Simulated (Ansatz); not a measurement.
**UCCSD(T)/cc-pVDZ run of GaSiH4O (SMILES [SiH3][O][GaH])**

Aim: the vertical ionisation energy of GaSiH4O at UCCSD(T)/cc-pVDZ, from 2 runs. 

Program for the calculation: Ansatz 0.2.0.

72 further runs of the same task are left out: 72 set aside as unsound or not needed.

### 1 Starting point

GaSiH4O has 7 atoms, charge 0, and is taken as a doublet. As SMILES, `[SiH3][O][GaH]`. The shape is that of a PBE0-D4/def2-TZVP optimisation. This is one conformer, not always the lowest.

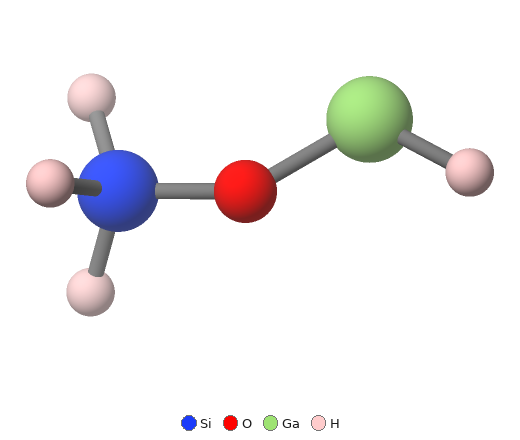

The structure, seen from a chosen angle (silicon blue, oxygen red, gallium green, hydrogen pink).

### 2 The energy at UCCSD(T)/cc-pVDZ

Input file input.yaml:

```yaml
crystal:
  periodic: [false, false, false]
  atoms:
    - {symbol: Si, position_ang: [-0.907100, 0.576700, -0.244500]}
    - {symbol: O, position_ang: [0.281700, -0.375400, 0.340400]}
    - {symbol: Ga, position_ang: [1.972300, -0.895800, 0.047800]}
    - {symbol: H, position_ang: [-2.099000, -0.248300, -0.578700]}
    - {symbol: H, position_ang: [-0.473700, 1.297400, -1.475800]}
    - {symbol: H, position_ang: [-1.295700, 1.586500, 0.776300]}
    - {symbol: H, position_ang: [2.521500, -1.941000, 1.134400]}
basis:
  gaussian:
    orbitals: cc-pVDZ
magnetization:
  spin_polarized: true
  initial_magnetization: 1
scf:
  omitted_lower_state_checks: [cluster_reference, increment]
accuracy: high
correlation:
  method: ccsd_t
  frozen_orbitals: {Ga: 9, H: 0, O: 1, Si: 5}
```

Run with:

```bash
$ ansatz run input.yaml --threads 1 --pin off --max-ram 3480MiB --events-out events.jsonl --progress --plain --runs-dir runs
```

What it wrote, shortened:

```text
Warning: RAYON_NUM_THREADS=1 ignored (pool sized by the plan → 1); use --threads N
Functional definition: HF
  name "HF"
[...]
1787 factors; integrals over basis functions are off by at most 4.7e-9 eV
[...]
mean field -62296.94058655 eV, -2289.3703401728 hartree, gradient 2.2e-8 eV, S^2 0.761347; 0 other end points of the search recorded, 0 dependent functions left out
15 core orbitals not correlated: weight in the atoms' cores, before any rotation towards them, 1.000 or more for the frozen orbitals, at most 0.000 for the correlated occupied ones
reference -62296.94058655 eV, -2289.3703401728 hartree; 14, 13 occupied and 50, 51 virtual orbitals, 1787 factors
second order -9.62639606 eV of doubles, -0.00000000 eV of singles
cycle   1  -10.06568417 eV  change   -4.4e-1 eV  update   1.0e-1
[...]
cycle  22  -10.57048262 eV  change   1.9e-10 eV  update   3.1e-9
perturbative correction -0.27685162 eV, -0.0101741094 hartree
Total energy: -62307.78792080 eV, -2289.7689723538 hartree
Checks for a lower state left out: cluster_reference, increment
```

Run time: 46 s. Hardware: 1 thread of Arm Neoverse V1, shared host; peak memory 0.62 GiB.

### 3 The singlet cation, same level

Input file run.yaml:

```yaml
crystal:
  periodic: [false, false, false]
  atoms:
    - {symbol: Si, position_ang: [-0.907100, 0.576700, -0.244500]}
    - {symbol: O, position_ang: [0.281700, -0.375400, 0.340400]}
    - {symbol: Ga, position_ang: [1.972300, -0.895800, 0.047800]}
    - {symbol: H, position_ang: [-2.099000, -0.248300, -0.578700]}
    - {symbol: H, position_ang: [-0.473700, 1.297400, -1.475800]}
    - {symbol: H, position_ang: [-1.295700, 1.586500, 0.776300]}
    - {symbol: H, position_ang: [2.521500, -1.941000, 1.134400]}
basis:
  gaussian:
    orbitals: cc-pVDZ
total_charge: 1
correlation:
  method: ccsd_t
  frozen_orbitals: {Ga: 9, H: 0, O: 1, Si: 5}
accuracy: high
scf:
  omitted_lower_state_checks: [cluster_reference, increment]
```

Run with:

```bash
$ ansatz run run.yaml --threads 1 --pin off --max-ram 3480MiB --events-out events.jsonl --progress --plain --runs-dir runs
```

What it wrote, shortened:

```text
Warning: RAYON_NUM_THREADS=1 ignored (pool sized by the plan → 1); use --threads N
Functional definition: HF
  name "HF"
[...]
1784 factors; integrals over basis functions are off by at most 4.7e-9 eV
[...]
mean field -62288.76605144 eV, -2289.0699315485 hartree, gradient 1.6e-8 eV, S^2 0.000000; 0 other end points of the search recorded, 0 dependent functions left out
15 core orbitals not correlated: weight in the atoms' cores, before any rotation towards them, 1.000 or more for the frozen orbitals, at most 0.000 for the correlated occupied ones
reference -62288.76605144 eV, -2289.0699315485 hartree; 13, 13 occupied and 51, 51 virtual orbitals, 1784 factors
second order -9.74483938 eV of doubles, -0.00000000 eV of singles
cycle   1  -10.05007534 eV  change   -3.1e-1 eV  update   1.3e-1
[...]
cycle  26  -10.63718260 eV  change   4.1e-10 eV  update   1.8e-9
perturbative correction -0.32769318 eV, -0.0120425021 hartree
Total energy: -62299.73092722 eV, -2289.4728833012 hartree
Checks for a lower state left out: cluster_reference, increment
```

Run time: 16 s. Hardware: 1 thread of Arm Neoverse V1, shared host; peak memory 0.35 GiB.

### 4 Outcome

Level: UCCSD(T)/cc-pVDZ, 15 core orbitals frozen.

| quantity | value |
| --- | --- |
| doublet GaSiH4O: total energy | -2289.76897 Eh |
| doublet GaSiH4O: correlation energy (15 core orbitals frozen) | -398.6 mEh |
| doublet GaSiH4O: (T) correction | -10.17 mEh |
| doublet GaSiH4O: ⟨S²⟩ of the reference determinant | 0.761 |
| doublet GaSiH4O: T1 diagnostic | 0.015 |
| singlet cation: total energy | -2289.47288 Eh |
| singlet cation: correlation energy (15 core orbitals frozen) | -403.0 mEh |
| singlet cation: (T) correction | -12.04 mEh |
| singlet cation: T1 diagnostic | 0.022 |
| vertical ionisation energy (to the singlet cation) | 8.057 eV |

In words: Removing an electron at fixed nuclei costs 8.06 eV (186 kcal/mol). Only the singlet of the ionised species was computed; a triplet could lie lower. The triples (doublet GaSiH4O) make up 2.6 % of the correlation energy. The T1 diagnostic (singlet cation) of 0.022 is above the customary mark for such species, so a single reference may not serve. The triples (singlet cation) make up 3.0 % of the correlation energy.
